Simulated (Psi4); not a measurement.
**NBrO (nitrosyl bromide): B3LYP/6-31G(d) (Cartesian functions)**

Aim: the energy change on altering one bond length of NBrO (nitrosyl bromide) at B3LYP/6-31G* (Cartesian functions), from 2 runs. 

The calculation is run with Psi4 1.11.

3 further runs of the same task are left out: 3 set aside as unsound or not needed.

## Step 1: The structure to begin with

NBrO: 3 atoms, total charge 0, spin state singlet. As SMILES, `O=NBr`. The coordinates come from a PBE0-D4/def2-TZVP relaxation.

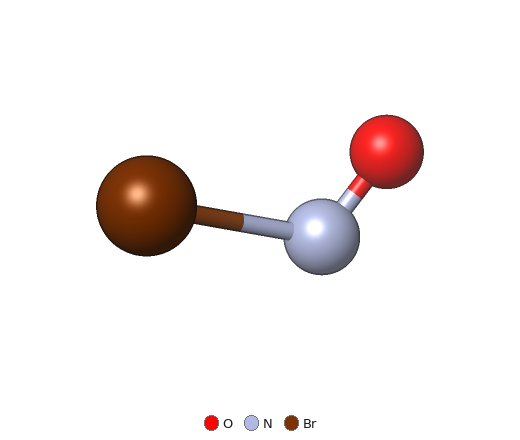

Viewed from a chosen angle; oxygen red, nitrogen light blue, bromine brown.

## Step 2: A single-point energy at B3LYP/6-31G(d) (Cartesian functions)

job.py reads:

```python
import psi4

psi4.set_memory(2200000000)
psi4.set_num_threads(1)
psi4.set_output_file('psi4.out', False)

m = psi4.geometry("""
0 1
O
N 1 1.125567
Br 2 2.116649 1 114.88754
symmetry c1
""")

psi4.set_options({
    'reference': 'rks',
    'puream': False,
    'e_convergence': 1e-09,
    'd_convergence': 1e-08,
    'scf_type': 'pk',
    'dft_radial_points': 99,
    'dft_spherical_points': 590,
})

e_tot, wfn = psi4.energy("b3lyp/6-31G*", return_wfn=True)
psi4.oeprop(wfn, "QUADRUPOLE", "MAYER_INDICES", "LOWDIN_CHARGES")
print(f'b3lyp/6-31G* energy: {e_tot:.10f} Eh')
for k, v in sorted(psi4.core.scalar_variables().items()):
    print(f'{k:45s} {v:18.10f}')
```

The run is started by

```console
$ python job.py
```

psi4.out:

```text
[...]
  Running in c1 symmetry.
[...]
  Nuclear repulsion =  140.795789372551837
[...]
  Multiplicity = 1
[...]
  Nalpha       = 25
  Nbeta        = 25
[...]
    Number of basis functions: 65
[...]
   @RKS iter   1: -2703.35444283252809   -1.39994e+00   2.60119e-02 DIIS/ADIIS
[...]
   @RKS iter  14: -2703.77803626639843   -1.36424e-12   2.14237e-09 DIIS
[...]
    Orbital Energies [Eh]
    ---------------------
    Doubly Occupied:
       1A   -482.855479     2A    -62.514251     3A    -56.334687
       4A    -56.332292     5A    -56.331533     6A    -19.337347
       7A    -14.570576     8A     -8.701177     9A     -6.529270
      10A     -6.520700    11A     -6.518250    12A     -2.623224
      13A     -2.621303    14A     -2.619405    15A     -2.612644
      16A     -2.612526    17A     -1.323621    18A     -0.790944
      19A     -0.702560    20A     -0.571747    21A     -0.571709
      22A     -0.543592    23A     -0.298395    24A     -0.294563
      25A     -0.287275
[...]
  @RKS Final Energy: -2703.77803626639843
   => Energetics <=
    Nuclear Repulsion Energy =            140.7957893725518375
    One-Electron Energy =               -4038.7224689890931586
    Two-Electron Energy =                1279.9437501338334187
    DFT Exchange-Correlation Energy =     -85.7951067836907981
    Empirical Dispersion Energy =           0.0000000000000000
    VV10 Nonlocal Energy =                  0.0000000000000000
    Total Energy =                      -2703.7780362663984306
[...]
 Multipole Moments:
 ------------------------------------------------------------------------------------
     Multipole            Electronic (a.u.)      Nuclear  (a.u.)        Total (a.u.)
 ------------------------------------------------------------------------------------
 L = 1.  Multiply by 2.5417464519 to convert [e a0] to [Debye]
 Dipole X            :          3.8370857           -4.4589291           -0.6218434
 Dipole Y            :         -2.9944989            3.4665597            0.4720608
 Dipole Z            :          0.0000000            0.0000000            0.0000000
 Magnitude           :                                                    0.7807244
 L = 2.  Multiply by 1.3450342976 to convert [e a0^2] to [Debye ang]
 Quadrupole XX       :       -158.6195777          138.6361699          -19.9834078
 Quadrupole XY       :        106.3822324         -107.6601371           -1.2779046
[...]
```

The script printed:

```text
b3lyp/6-31G* energy: -2703.7780362664 Eh
CURRENT ENERGY                                  -2703.7780362664
CURRENT REFERENCE ENERGY                        -2703.7780362664
DD SOLVATION ENERGY                                 0.0000000000
DFT FUNCTIONAL TOTAL ENERGY                     -2703.7780362664
DFT TOTAL ENERGY                                -2703.7780362664
DFT VV10 ENERGY                                     0.0000000000
DFT XC ENERGY                                     -85.7951067837
GRID ELECTRONS ALPHA                               24.9999999103
GRID ELECTRONS BETA                                24.9999999103
GRID ELECTRONS TOTAL                               49.9999998206
NUCLEAR REPULSION ENERGY                          140.7957893726
ONE-ELECTRON ENERGY                             -4038.7224689891
PCM POLARIZATION ENERGY                             0.0000000000
PE ENERGY                                           0.0000000000
SCF ITERATION ENERGY                            -2703.7780362664
SCF ITERATIONS                                     14.0000000000
SCF TOTAL ENERGY                                -2703.7780362664
TWO-ELECTRON ENERGY                              1279.9437501338
XC GRID RADIAL POINTS                              99.0000000000
XC GRID SPHERICAL POINTS                          590.0000000000
XC GRID TOTAL POINTS                           164719.0000000000
```

Run time: 14 s. Hardware: 1 thread of Intel Xeon at 2.50GHz (Skylake/Cascade Lake), shared host; peak memory 0.49 GiB.

## Step 3: The distorted shape: energy and forces at B3LYP/6-31G(d) (Cartesian functions)

run.py reads:

```python
import psi4

psi4.set_memory(2200000000)
psi4.set_num_threads(1)
psi4.core.set_output_file('brno.out', False)

geom = psi4.geometry("""
0 1
O      2.58465590    -3.03623052     1.09578226
N      0.72002534    -3.01672855     0.07257115
Br    -1.69478198     2.42504774    -0.67196771
units bohr
symmetry c1
no_reorient
no_com
""")

options = {'basis': '6-31G*', 'reference': 'rks', 'puream': False, 'e_convergence': 1e-09, 'd_convergence': 1e-08, 'scf_type': 'pk', 'dft_radial_points': 99, 'dft_spherical_points': 590}
psi4.set_options(options)

result = psi4.gradient("b3lyp", molecule=geom)
print('gradient / Eh bohr^-1')
print(result.np.round(6))
```

The run is started by

```console
$ python run.py
```

brno.out:

```text
[...]
  Running in c1 symmetry.
[...]
  Nuclear repulsion =  106.268859536609597
[...]
  Multiplicity = 1
[...]
  Nalpha       = 25
  Nbeta        = 25
[...]
    Number of basis functions: 65
[...]
   @RKS iter   1: -2703.16567703939245   -1.39651e+00   2.65126e-02 ADIIS/DIIS
[...]
   @RKS iter  17: -2703.73474551856225   -7.68523e-11   2.57721e-09 DIIS
[...]
    Orbital Energies [Eh]
    ---------------------
    Doubly Occupied:
       1A   -482.821516     2A    -62.478850     3A    -56.299683
       4A    -56.296763     5A    -56.296443     6A    -19.424793
       7A    -14.628426     8A     -8.664330     9A     -6.492624
      10A     -6.483004    11A     -6.481953    12A     -2.586074
      13A     -2.583829    14A     -2.583007    15A     -2.575455
      16A     -2.575433    17A     -1.385334    18A     -0.777800
      19A     -0.705400    20A     -0.627711    21A     -0.624566
      22A     -0.585679    23A     -0.268021    24A     -0.253825
      25A     -0.252808
[...]
  @RKS Final Energy: -2703.73474551856225
   => Energetics <=
    Nuclear Repulsion Energy =            106.2688595366095967
    One-Electron Energy =               -3970.1783962424383390
    Two-Electron Energy =                1245.8712566829426578
    DFT Exchange-Correlation Energy =     -85.6964654956760228
    Empirical Dispersion Energy =           0.0000000000000000
    VV10 Nonlocal Energy =                  0.0000000000000000
    Total Energy =                      -2703.7347455185622493
[...]
 Multipole Moments:
 ------------------------------------------------------------------------------------
     Multipole            Electronic (a.u.)      Nuclear  (a.u.)        Total (a.u.)
 ------------------------------------------------------------------------------------
 L = 1.  Multiply by 2.5417464519 to convert [e a0] to [Debye]
 Dipole X            :         34.7685730          -33.5999447            1.1686283
 Dipole Y            :        -41.3885705           39.4697269           -1.9188436
 Dipole Z            :         14.6815305          -14.2446137            0.4369168
 Magnitude           :                                                    2.2887877
[...]
  -Total Gradient:
     Atom            X                  Y                   Z
    ------   -----------------  -----------------  -----------------
       1        0.011402531672    -0.001695171802     0.006088191811
       2       -0.001220731091    -0.020029309686    -0.002818122212
       3       -0.010181049402     0.021724000376    -0.003269708104
[...]
```

Standard output:

```text
gradient / Eh bohr^-1
[[ 0.011403 -0.001695  0.006088]
 [-0.001221 -0.020029 -0.002818]
 [-0.010181  0.021724 -0.00327 ]]
```

It took 14 s on 1 thread of Intel Xeon at 2.50GHz (Skylake/Cascade Lake), shared host; peak memory 0.47 GiB.

## Step 4: Outcome

Level: B3LYP/6-31G* (Cartesian functions).

| quantity | value |
| --- | --- |
| first shape: total energy | -2703.77804 Eh |
| first shape: dipole moment | 1.98 D |
| first shape: HOMO energy | -7.82 eV |
| first shape: LUMO energy | -3.87 eV |
| first shape: HOMO–LUMO gap | 3.95 eV |
| distorted shape: total energy | -2703.73475 Eh |
| distorted shape: dipole moment | 5.82 D |
| distorted shape: HOMO energy | -6.88 eV |
| distorted shape: LUMO energy | -5.35 eV |
| distorted shape: HOMO–LUMO gap | 1.53 eV |
| distorted shape: largest force on an atom | 1.245 eV/Å |
| energy change with the N2–Br3 bond stretched from 2.117 to 3.175 Å | 1.178 eV |

What this shows: One bond (distorted shape) is far stretched, which a spin-restricted single reference describes badly; a broken-symmetry solution may lie lower. With the N2–Br3 bond stretched from 2.117 to 3.175 Å the energy rises by 1.18 eV (114 kJ/mol). The first shape isn't relaxed at this level, so the change isn't measured from a minimum. A restricted reference can't describe the breaking bond well at this length.
